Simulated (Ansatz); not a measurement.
SiH2O (oxosilane): methods side by side

SiH2O: 4 atoms, total charge 0, spin state singlet. As SMILES, `O=[SiH2]`. Geometry: optimised at wB97X-V/def2-SVP.

```xyz
4

O    -0.2852    0.4169    1.4813
Si   -0.0073    0.0094    0.0339
H     0.4411   -1.3472   -0.3817
H    -0.1486    0.9209   -1.1336
```

Each level gives the adiabatic electron affinity (to the doublet anion, shapes relaxed at wB97X-V/def2-SVP, no zero-point term) (eV). The values are calculated.

The electron affinity is E(neutral) − E(anion): positive where the electron is bound.

| level | kind | program | value (eV) | less CCSD(T)/def2-TZVPP |
| --- | --- | --- | --- | --- |
| HF/def2-TZVPP | Hartree–Fock | Ansatz | 0.21 | -0.24 |
| SVWN5/def2-TZVPP | LDA | Ansatz | 0.69 | +0.24 |
| BLYP/def2-TZVPP | GGA | Ansatz | 0.51 | +0.06 |
| B3LYP/def2-TZVPP | global hybrid | Ansatz | 0.68 | +0.23 |
| CAM-B3LYP/def2-TZVPP | range-separated hybrid | Ansatz | 0.67 | +0.22 |
| B2PLYP/def2-TZVPP | double hybrid | Ansatz | 0.49 | +0.04 |
| MP2/def2-TZVPP | perturbation theory | Ansatz | 0.35 | -0.10 |
| CCSD(T)/def2-TZVPP | coupled cluster or CI | Ansatz | 0.45 | 0.00 |

Differences are taken from CCSD(T)/def2-TZVPP for orientation; it has basis-set and higher-order errors of its own. The values span 0.21 to 0.69 eV.

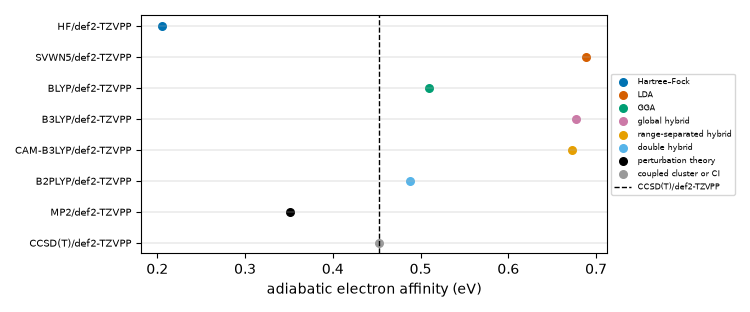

The values of the table, level by level.
